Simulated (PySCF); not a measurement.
# C₄H₆BN: NMR shifts and electronic excitations at several levels of theory

How much do the NMR shifts and electronic excitations of C₄H₆BN (`Bn1cccc1`) depend on the level of theory, and what does each level cost?

Programs: PySCF 2.14.0, with density-fitted response routines of our own. Each step states its level of theory. These are calculated values for one molecule in the gas phase, unless marked as measured. Atoms are numbered from 0 throughout.

## 1. The molecule as given

12 atoms, charge 0, multiplicity 1; geometry from: PBE0-D3(BJ)/def2-SVP.

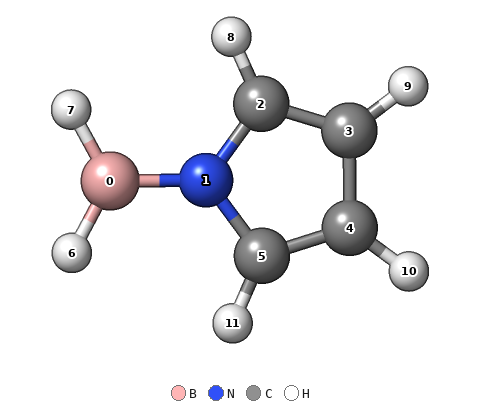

As it starts; boron pink, nitrogen blue, carbon grey, hydrogen white, atoms numbered; sticks join atoms by distance.

## 2. Shielding tensors: PBE0/6-31G*

The job: settings as JSON, then the geometry in Å.

```
{"job": {"kind": "nmr", "xc": "PBE0", "basis": "6-31G*", "pop": true}, "charge": 0, "multiplicity": 1}
B      2.186255    -0.345617     0.213515
N      0.773808    -0.235670     0.139416
C      0.047829     0.932694    -0.078944
C     -1.282368     0.633491    -0.087691
C     -1.402125    -0.782518     0.134124
C     -0.139745    -1.279633     0.267060
H      2.668781    -1.432709     0.406146
H      2.846974     0.653155     0.079579
H      0.567578     1.879062    -0.208804
H     -2.097372     1.339273    -0.237139
H     -2.325413    -1.356818     0.184745
H      0.213913    -2.292739     0.443665
```

Level: GIAO PBE0/6-31G* NMR shielding, non-relativistic, gas phase.

Started as:

```
$ OMP_NUM_THREADS=1 python probes_run.py task.json out
```

This one command runs all jobs of the session in turn.

The program printed:

```text
coarse grid: 10216 points
cycle   1  E = -235.3688678127  dE =  9.046e-01  |g| = 3.192e-01  |ddm| = 3.388e+00
cycle   2  E = -235.3571350332  dE =  1.173e-02  |g| = 3.873e-01  |ddm| = 7.134e-01
cycle   3  E = -235.3962286276  dE = -3.909e-02  |g| = 9.138e-02  |ddm| = 4.562e-01
cycle   4  E = -235.3984096752  dE = -2.181e-03  |g| = 3.040e-02  |ddm| = 1.197e-01
cycle   5  E = -235.3986231901  dE = -2.135e-04  |g| = 9.670e-03  |ddm| = 3.274e-02
cycle   6  E = -235.3986450630  dE = -2.187e-05  |g| = 2.134e-03  |ddm| = 8.660e-03
cycle   7  E = -235.3986459273  dE = -8.643e-07  |g| = 5.665e-04  |ddm| = 1.611e-03
final grid: 99264 points
cycle   8  E = -235.3496145772  dE = -2.156e-05  |g| = 6.481e-03  |ddm| = 2.045e-02
cycle   9  E = -235.3496107988  dE =  3.778e-06  |g| = 7.850e-03  |ddm| = 1.404e-02
cycle  10  E = -235.3496261388  dE = -1.534e-05  |g| = 1.082e-03  |ddm| = 7.471e-03
cycle  11  E = -235.3496263916  dE = -2.527e-07  |g| = 2.924e-04  |ddm| = 9.725e-04
cycle  12  E = -235.3496264104  dE = -1.882e-08  |g| = 8.829e-05  |ddm| = 3.291e-04
cycle  13  E = -235.3496264125  dE = -2.111e-09  |g| = 2.761e-05  |ddm| = 1.150e-04
cycle  14  E = -235.3496264127  dE = -1.831e-10  |g| = 7.285e-06  |ddm| = 2.763e-05
converged SCF energy = -235.3496264127

GIAO shielding tensors (ppm)
atom      isotropic    diamagn.    paramagn.     s11        s22        s33       span
  0 B       68.261     199.965    -131.704     28.427     57.453    118.903     90.475
  1 N       59.806     320.378    -260.572    -56.072     23.857    211.633    267.705
  2 C       71.434     257.387    -185.953     -5.655     83.946    136.010    141.665
  3 C       82.424     259.851    -177.426      5.239     76.099    165.935    160.696
  4 C       82.439     259.502    -177.064      5.260     76.093    165.962    160.702
  5 C       71.374     257.075    -185.701     -5.716     83.973    135.866    141.582
  6 H       26.009      30.357      -4.348     24.739     25.355     27.932      3.193
  7 H       26.011      30.633      -4.622     24.744     25.354     27.936      3.192
  8 H       25.158      30.658      -5.500     22.323     26.045     27.106      4.783
  9 H       25.703      29.426      -3.723     23.572     26.239     27.299      3.727
 10 H       25.706      28.877      -3.171     23.572     26.242     27.304      3.732
 11 H       25.157      29.930      -4.773     22.322     26.047     27.101      4.779
```

Wall time 7.1 s (1 thread of Arm Neoverse V1, shared host); peak memory 0.54 GiB.

Shifts follow as δ = σ(reference) − σ, with reference shieldings (ppm) from runs at the same level and on the same kind of geometry: 1H TMS 31.96, 13C TMS 194.1, 15N NH3 259.4, 11B BF3·OEt2 112.3. The references are single molecules in the gas phase, so shifts against H2O, NH3, PH3, H3PO4 or CFCl3 are not on the usual liquid scales and can be off by tens of ppm. Atoms listed in one row are averaged.

```
  atoms                                         environment  σ (ppm)  δ (ppm)
 C2, C5                 aromatic CH next to a ring nitrogen     71.4    122.7
 C3, C4                                         aromatic CH     82.4    111.7
H8, H11  hydrogen on an aromatic CH next to a ring nitrogen    25.16     6.81
H9, H10                          hydrogen on an aromatic CH    25.70     6.26
 H6, H7                     hydrogen on a boron bonded to N    26.01     5.95
     B0                              boron bonded to N, 2 H     68.3     44.0
     N1                          pyrrole-type ring nitrogen     59.8    199.6
```

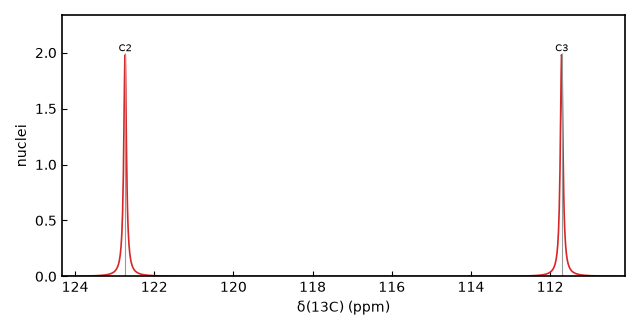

13C lines at the computed shifts, without couplings. Lines are broadened to a width of 0.08 ppm (Lorentzian).

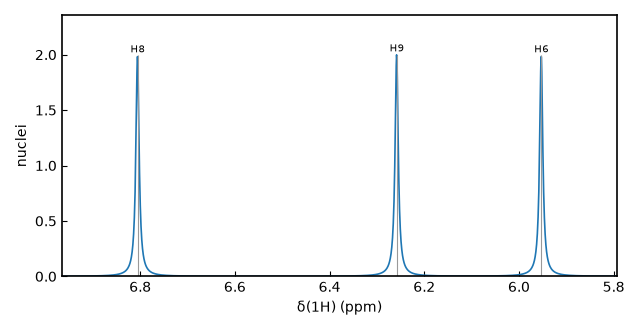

1H lines at the computed shifts, without couplings. Lines are broadened to a width of 0.01 ppm (Lorentzian).

Charges from the same density, by scheme (e):

```
 atoms  Mulliken    IAO  Hirshfeld  ESP fit
    B0      0.09   0.06       0.14     0.12
    N1     -0.35  -0.14      -0.06     0.25
C2, C5      0.01  -0.09      -0.02    -0.30
C3, C4     -0.23  -0.19      -0.08    -0.17
```

ESP fit charges:

```
atom  value (e)
  B0       0.12
  N1       0.25
  C2      -0.30
  C3      -0.17
  C4      -0.16
  C5      -0.30
  H6      -0.08
  H7      -0.08
  H8       0.19
  H9       0.17
 H10       0.17
 H11       0.19
```

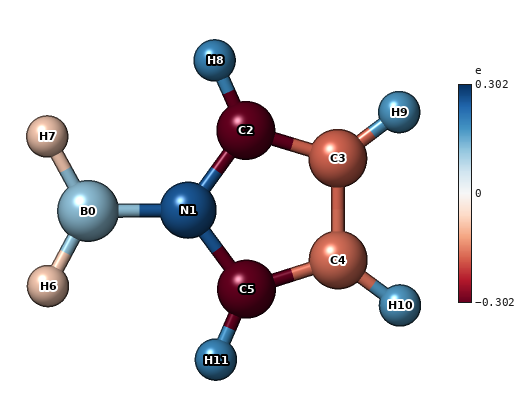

ESP fit charges, as colours on the atoms.

Mayer bond orders: B0–N1 1.21, N1–C2 1.08, C2–C3 1.66, C3–C4 1.26, C4–C5 1.66, C5–N1 1.08.

Ring of atoms N1, C2, C3, C4, C5: NICS(0) -10.7, NICS(1) -9.8, NICS(1)zz -24.2 ppm (means of both faces).

## 3. Nuclear shieldings: PBE0/6-311+G(2d,p)

Settings changed since step 2:

```diff
@@ -1,2 +1,2 @@
-{"job": {"kind": "nmr", "xc": "PBE0", "basis": "6-31G*", "pop": true}, "charge": 0, "multiplicity": 1}
+{"job": {"kind": "nmr", "xc": "PBE0", "basis": "6-311+G(2d,p)", "pop": true}, "charge": 0, "multiplicity": 1}
 B      2.186255    -0.345617     0.213515
```

Level: GIAO PBE0/6-311+G(2d,p) NMR shielding, non-relativistic, gas phase.

The program printed:

```text
coarse grid: 10216 points
cycle   1  E = -235.3968563706  dE =  8.996e-01  |g| = 3.197e-01  |ddm| = 3.458e+00
cycle   2  E = -235.3817544726  dE =  1.510e-02  |g| = 4.042e-01  |ddm| = 6.064e-01
cycle   3  E = -235.4237063718  dE = -4.195e-02  |g| = 8.723e-02  |ddm| = 3.301e-01
cycle   4  E = -235.4254975781  dE = -1.791e-03  |g| = 3.738e-02  |ddm| = 9.695e-02
cycle   5  E = -235.4258296688  dE = -3.321e-04  |g| = 1.145e-02  |ddm| = 3.041e-02
cycle   6  E = -235.4258587461  dE = -2.908e-05  |g| = 2.300e-03  |ddm| = 9.330e-03
cycle   7  E = -235.4258596927  dE = -9.465e-07  |g| = 6.848e-04  |ddm| = 1.686e-03
final grid: 99264 points
cycle   8  E = -235.4161706717  dE = -4.302e-05  |g| = 6.065e-03  |ddm| = 8.105e-02
cycle   9  E = -235.4161664210  dE =  4.251e-06  |g| = 7.433e-03  |ddm| = 1.105e-02
cycle  10  E = -235.4161801056  dE = -1.368e-05  |g| = 1.068e-03  |ddm| = 5.312e-03
cycle  11  E = -235.4161803272  dE = -2.215e-07  |g| = 3.685e-04  |ddm| = 9.507e-04
cycle  12  E = -235.4161803531  dE = -2.587e-08  |g| = 1.181e-04  |ddm| = 2.869e-04
cycle  13  E = -235.4161803568  dE = -3.732e-09  |g| = 3.506e-05  |ddm| = 1.309e-04
cycle  14  E = -235.4161803571  dE = -3.019e-10  |g| = 9.748e-06  |ddm| = 3.101e-05
converged SCF energy = -235.4161803571

GIAO shielding tensors (ppm)
atom      isotropic    diamagn.    paramagn.     s11        s22        s33       span
  0 B       57.239     196.038    -138.799     12.688     45.563    113.467    100.778
  1 N       31.374     308.433    -277.059    -94.247    -11.030    199.398    293.645
  2 C       53.972     258.561    -204.589    -32.070     67.945    126.042    158.113
  3 C       65.875     260.048    -194.173    -22.436     61.770    158.290    180.726
  4 C       65.888     259.894    -194.006    -22.413     61.761    158.318    180.731
  5 C       53.908     258.508    -204.600    -32.136     67.977    125.882    158.018
  6 H       25.653      29.308      -3.654     24.341     24.863     27.756      3.415
  7 H       25.657      29.429      -3.773     24.351     24.863     27.757      3.405
  8 H       24.357      31.519      -7.162     21.888     24.580     26.602      4.714
  9 H       24.832      31.045      -6.213     22.930     24.963     26.602      3.673
 10 H       24.835      30.604      -5.769     22.930     24.970     26.604      3.674
 11 H       24.355      30.899      -6.544     21.888     24.575     26.603      4.715
```

It took 18 s on 1 thread of Arm Neoverse V1, shared host; peak memory 0.91 GiB.

This run: δ C2 132.5, C3 120.6, B0 45.2, N1 230.5, H8 7.15, H9 6.68 ppm (means over like atoms).

## 4. Shielding tensors: PBE0/def2-SVP

Settings changed since step 3:

```diff
@@ -1,2 +1,2 @@
-{"job": {"kind": "nmr", "xc": "PBE0", "basis": "6-311+G(2d,p)", "pop": true}, "charge": 0, "multiplicity": 1}
+{"job": {"kind": "nmr", "xc": "PBE0", "basis": "def2-SVP", "pop": true}, "charge": 0, "multiplicity": 1}
 B      2.186255    -0.345617     0.213515
```

With the program's defaults for keys left out, this is: GIAO PBE0/def2-SVP NMR shielding, non-relativistic, gas phase.

The program printed:

```text
coarse grid: 10216 points
cycle   1  E = -235.1291678770  dE =  8.512e-01  |g| = 2.864e-01  |ddm| = 3.771e+00
cycle   2  E = -235.1178334213  dE =  1.133e-02  |g| = 3.601e-01  |ddm| = 6.773e-01
cycle   3  E = -235.1518411687  dE = -3.401e-02  |g| = 8.184e-02  |ddm| = 4.245e-01
cycle   4  E = -235.1535497527  dE = -1.709e-03  |g| = 2.947e-02  |ddm| = 1.151e-01
cycle   5  E = -235.1537560002  dE = -2.062e-04  |g| = 8.542e-03  |ddm| = 3.285e-02
cycle   6  E = -235.1537732647  dE = -1.726e-05  |g| = 2.012e-03  |ddm| = 8.936e-03
cycle   7  E = -235.1537740615  dE = -7.968e-07  |g| = 5.111e-04  |ddm| = 1.640e-03
final grid: 99264 points
cycle   8  E = -235.1867459016  dE = -2.200e-05  |g| = 6.073e-03  |ddm| = 2.485e-02
cycle   9  E = -235.1867417941  dE =  4.107e-06  |g| = 7.546e-03  |ddm| = 1.321e-02
cycle  10  E = -235.1867560000  dE = -1.421e-05  |g| = 9.638e-04  |ddm| = 7.145e-03
cycle  11  E = -235.1867562014  dE = -2.014e-07  |g| = 2.630e-04  |ddm| = 9.212e-04
cycle  12  E = -235.1867562166  dE = -1.514e-08  |g| = 8.232e-05  |ddm| = 3.169e-04
cycle  13  E = -235.1867562184  dE = -1.860e-09  |g| = 2.697e-05  |ddm| = 1.185e-04
cycle  14  E = -235.1867562186  dE = -1.824e-10  |g| = 5.912e-06  |ddm| = 2.806e-05
converged SCF energy = -235.1867562186

GIAO shielding tensors (ppm)
atom      isotropic    diamagn.    paramagn.     s11        s22        s33       span
  0 B       64.593     199.170    -134.576     22.241     52.472    119.068     96.827
  1 N       51.904     316.351    -264.447    -67.722     11.724    211.710    279.432
  2 C       66.428     253.601    -187.173    -15.187     79.010    135.460    150.646
  3 C       77.967     253.127    -175.160     -3.968     70.815    167.054    171.022
  4 C       77.981     252.859    -174.878     -3.944     70.805    167.081    171.026
  5 C       66.366     253.155    -186.789    -15.246     79.040    135.303    150.549
  6 H       25.605      30.054      -4.449     24.243     24.978     27.594      3.351
  7 H       25.608      30.397      -4.789     24.251     24.977     27.596      3.346
  8 H       24.596      31.933      -7.337     21.800     25.325     26.664      4.864
  9 H       24.980      30.948      -5.968     22.950     25.374     26.617      3.667
 10 H       24.983      30.518      -5.536     22.950     25.378     26.621      3.671
 11 H       24.595      31.181      -6.586     21.799     25.323     26.662      4.863
```

Wall time 8 s (1 thread of Arm Neoverse V1, shared host); peak memory 0.61 GiB.

In short: δ C2 127.3, C3 115.7, B0 46.1, N1 217.9, H8 6.75, H9 6.36 ppm (means over like atoms).

## 5. Shielding tensors: PBE0/def2-TZVP

Settings changed since step 4:

```diff
@@ -1,2 +1,2 @@
-{"job": {"kind": "nmr", "xc": "PBE0", "basis": "def2-SVP", "pop": true}, "charge": 0, "multiplicity": 1}
+{"job": {"kind": "nmr", "xc": "PBE0", "basis": "def2-TZVP", "pop": true}, "charge": 0, "multiplicity": 1}
 B      2.186255    -0.345617     0.213515
```

Level: GIAO PBE0/def2-TZVP NMR shielding, non-relativistic, gas phase.

The program printed:

```text
coarse grid: 10216 points
cycle   1  E = -235.4193140498  dE =  8.916e-01  |g| = 3.331e-01  |ddm| = 2.688e+00
cycle   2  E = -235.4034513650  dE =  1.586e-02  |g| = 4.161e-01  |ddm| = 5.409e-01
cycle   3  E = -235.4474932619  dE = -4.404e-02  |g| = 9.051e-02  |ddm| = 3.508e-01
cycle   4  E = -235.4494185959  dE = -1.925e-03  |g| = 3.896e-02  |ddm| = 9.234e-02
cycle   5  E = -235.4497784011  dE = -3.598e-04  |g| = 1.188e-02  |ddm| = 2.942e-02
cycle   6  E = -235.4498096848  dE = -3.128e-05  |g| = 2.317e-03  |ddm| = 8.103e-03
cycle   7  E = -235.4498106235  dE = -9.387e-07  |g| = 6.973e-04  |ddm| = 1.449e-03
final grid: 99264 points
cycle   8  E = -235.4362786566  dE = -5.606e-05  |g| = 6.548e-03  |ddm| = 9.415e-02
cycle   9  E = -235.4362733359  dE =  5.321e-06  |g| = 8.066e-03  |ddm| = 1.124e-02
cycle  10  E = -235.4362891210  dE = -1.579e-05  |g| = 1.146e-03  |ddm| = 5.547e-03
cycle  11  E = -235.4362893699  dE = -2.489e-07  |g| = 4.058e-04  |ddm| = 8.049e-04
cycle  12  E = -235.4362894016  dE = -3.172e-08  |g| = 1.307e-04  |ddm| = 3.122e-04
cycle  13  E = -235.4362894062  dE = -4.571e-09  |g| = 3.762e-05  |ddm| = 1.301e-04
cycle  14  E = -235.4362894065  dE = -3.435e-10  |g| = 1.003e-05  |ddm| = 2.991e-05
converged SCF energy = -235.4362894065

GIAO shielding tensors (ppm)
atom      isotropic    diamagn.    paramagn.     s11        s22        s33       span
  0 B       56.759     200.496    -143.737     11.902     44.288    114.087    102.185
  1 N       29.541     297.630    -268.089    -97.760    -12.763    199.146    296.907
  2 C       52.887     257.076    -204.189    -34.462     67.165    125.958    160.420
  3 C       64.642     255.136    -190.495    -24.871     60.472    158.324    183.195
  4 C       64.656     254.846    -190.190    -24.847     60.462    158.353    183.200
  5 C       52.821     257.295    -204.474    -34.531     67.198    125.795    160.326
  6 H       25.585      30.292      -4.707     24.189     24.801     27.766      3.576
  7 H       25.589      30.504      -4.915     24.200     24.800     27.766      3.567
  8 H       24.330      31.609      -7.278     21.984     24.521     26.486      4.502
  9 H       24.797      30.094      -5.296     23.010     24.879     26.503      3.493
 10 H       24.800      29.693      -4.893     23.009     24.886     26.505      3.495
 11 H       24.329      31.134      -6.805     21.984     24.517     26.487      4.503
```

It took 22 s on 1 thread of Arm Neoverse V1, shared host; peak memory 0.92 GiB.

Key values: δ C2 133.8, C3 122.0, B0 45.9, N1 236.4, H8 7.15, H9 6.68 ppm (means over like atoms).

## 6. NMR shieldings: PBE0/cc-pVDZ

Settings changed since step 5:

```diff
@@ -1,2 +1,2 @@
-{"job": {"kind": "nmr", "xc": "PBE0", "basis": "def2-TZVP", "pop": true}, "charge": 0, "multiplicity": 1}
+{"job": {"kind": "nmr", "xc": "PBE0", "basis": "cc-pVDZ", "pop": true}, "charge": 0, "multiplicity": 1}
 B      2.186255    -0.345617     0.213515
```

Method: GIAO PBE0/cc-pVDZ NMR shielding, non-relativistic, gas phase.

The program printed:

```text
coarse grid: 10216 points
cycle   1  E = -235.3321739346  dE =  9.312e-01  |g| = 2.972e-01  |ddm| = 6.801e+00
cycle   2  E = -235.3191427639  dE =  1.303e-02  |g| = 3.769e-01  |ddm| = 1.194e+00
cycle   3  E = -235.3565517152  dE = -3.741e-02  |g| = 8.254e-02  |ddm| = 6.392e-01
cycle   4  E = -235.3582929640  dE = -1.741e-03  |g| = 3.109e-02  |ddm| = 1.650e-01
cycle   5  E = -235.3585217053  dE = -2.287e-04  |g| = 9.278e-03  |ddm| = 5.013e-02
cycle   6  E = -235.3585422689  dE = -2.056e-05  |g| = 2.081e-03  |ddm| = 1.737e-02
cycle   7  E = -235.3585430979  dE = -8.290e-07  |g| = 5.431e-04  |ddm| = 3.247e-03
final grid: 99264 points
cycle   8  E = -235.3705410380  dE = -2.369e-05  |g| = 6.702e-03  |ddm| = 5.733e-02
cycle   9  E = -235.3705358474  dE =  5.191e-06  |g| = 8.364e-03  |ddm| = 2.544e-02
cycle  10  E = -235.3705535167  dE = -1.767e-05  |g| = 1.105e-03  |ddm| = 1.311e-02
cycle  11  E = -235.3705537813  dE = -2.646e-07  |g| = 3.098e-04  |ddm| = 1.948e-03
cycle  12  E = -235.3705538021  dE = -2.082e-08  |g| = 9.069e-05  |ddm| = 5.319e-04
cycle  13  E = -235.3705538044  dE = -2.242e-09  |g| = 3.097e-05  |ddm| = 1.814e-04
cycle  14  E = -235.3705538046  dE = -2.372e-10  |g| = 7.367e-06  |ddm| = 5.269e-05
converged SCF energy = -235.3705538046

GIAO shielding tensors (ppm)
atom      isotropic    diamagn.    paramagn.     s11        s22        s33       span
  0 B       66.930     202.189    -135.259     26.319     54.908    119.561     93.242
  1 N       51.490     303.787    -252.297    -69.646     10.947    213.169    282.814
  2 C       68.363     256.102    -187.738    -12.852     81.011    136.931    149.784
  3 C       80.033     254.497    -174.463     -2.438     74.752    167.786    170.224
  4 C       80.049     254.245    -174.196     -2.412     74.745    167.814    170.226
  5 C       68.299     255.873    -187.574    -12.919     81.043    136.773    149.692
  6 H       25.511      30.589      -5.078     24.266     24.826     27.441      3.174
  7 H       25.514      30.958      -5.444     24.275     24.825     27.443      3.168
  8 H       24.363      31.813      -7.450     21.768     24.944     26.377      4.609
  9 H       24.825      30.799      -5.974     22.875     25.102     26.499      3.625
 10 H       24.828      30.328      -5.500     22.875     25.108     26.502      3.628
 11 H       24.362      31.052      -6.690     21.768     24.941     26.376      4.608
```

Wall time 8.7 s (1 thread of Arm Neoverse V1, shared host); peak memory 0.64 GiB.

This run: δ C2 128.4, C3 116.7, B0 46.9, N1 221.6, H8 6.93, H9 6.46 ppm (means over like atoms).

## 7. Shielding tensors: PBE0/cc-pVTZ

Settings changed since step 6:

```diff
@@ -1,2 +1,2 @@
-{"job": {"kind": "nmr", "xc": "PBE0", "basis": "cc-pVDZ", "pop": true}, "charge": 0, "multiplicity": 1}
+{"job": {"kind": "nmr", "xc": "PBE0", "basis": "cc-pVTZ", "pop": true}, "charge": 0, "multiplicity": 1}
 B      2.186255    -0.345617     0.213515
```

With the program's defaults for keys left out, this is: GIAO PBE0/cc-pVTZ NMR shielding, non-relativistic, gas phase.

The program printed:

```text
coarse grid: 10216 points
cycle   1  E = -235.4063680507  dE =  8.926e-01  |g| = 3.316e-01  |ddm| = 7.225e+00
cycle   2  E = -235.3911034881  dE =  1.526e-02  |g| = 4.143e-01  |ddm| = 1.141e+00
cycle   3  E = -235.4344530756  dE = -4.335e-02  |g| = 9.095e-02  |ddm| = 6.572e-01
cycle   4  E = -235.4364185999  dE = -1.966e-03  |g| = 3.771e-02  |ddm| = 1.805e-01
cycle   5  E = -235.4367507634  dE = -3.322e-04  |g| = 1.170e-02  |ddm| = 5.636e-02
cycle   6  E = -235.4367807803  dE = -3.002e-05  |g| = 2.364e-03  |ddm| = 1.852e-02
cycle   7  E = -235.4367817534  dE = -9.732e-07  |g| = 6.937e-04  |ddm| = 3.569e-03
final grid: 99264 points
cycle   8  E = -235.4311190398  dE = -6.808e-05  |g| = 6.694e-03  |ddm| = 1.275e-01
cycle   9  E = -235.4311134830  dE =  5.557e-06  |g| = 8.281e-03  |ddm| = 2.389e-02
cycle  10  E = -235.4311299095  dE = -1.643e-05  |g| = 1.176e-03  |ddm| = 1.214e-02
cycle  11  E = -235.4311301679  dE = -2.584e-07  |g| = 4.209e-04  |ddm| = 1.958e-03
cycle  12  E = -235.4311302024  dE = -3.451e-08  |g| = 1.350e-04  |ddm| = 6.390e-04
cycle  13  E = -235.4311302072  dE = -4.822e-09  |g| = 3.996e-05  |ddm| = 2.562e-04
cycle  14  E = -235.4311302076  dE = -3.827e-10  |g| = 1.020e-05  |ddm| = 6.143e-05
converged SCF energy = -235.4311302076

GIAO shielding tensors (ppm)
atom      isotropic    diamagn.    paramagn.     s11        s22        s33       span
  0 B       57.621     199.415    -141.794     13.184     45.503    114.175    100.991
  1 N       32.259     300.560    -268.302    -93.906     -9.641    200.323    294.229
  2 C       54.666     255.836    -201.171    -31.480     68.664    126.814    158.294
  3 C       65.897     254.569    -188.672    -22.193     61.332    158.552    180.745
  4 C       65.911     254.619    -188.708    -22.170     61.322    158.580    180.751
  5 C       54.601     256.079    -201.479    -31.546     68.694    126.654    158.201
  6 H       25.543      30.221      -4.678     24.145     24.710     27.774      3.629
  7 H       25.546      30.439      -4.892     24.155     24.710     27.775      3.620
  8 H       24.158      31.278      -7.120     21.727     24.430     26.316      4.589
  9 H       24.638      30.327      -5.689     22.756     24.814     26.344      3.588
 10 H       24.641      30.069      -5.428     22.756     24.821     26.346      3.590
 11 H       24.156      30.799      -6.643     21.727     24.426     26.316      4.589
```

Run time: 28 s. Hardware: 1 thread of Arm Neoverse V1, shared host; peak memory 1 GiB.

This run: δ C2 132.7, C3 121.4, B0 45.1, N1 234.5, H8 7.13, H9 6.65 ppm (means over like atoms).

(Part 1 of 2 ends here.)
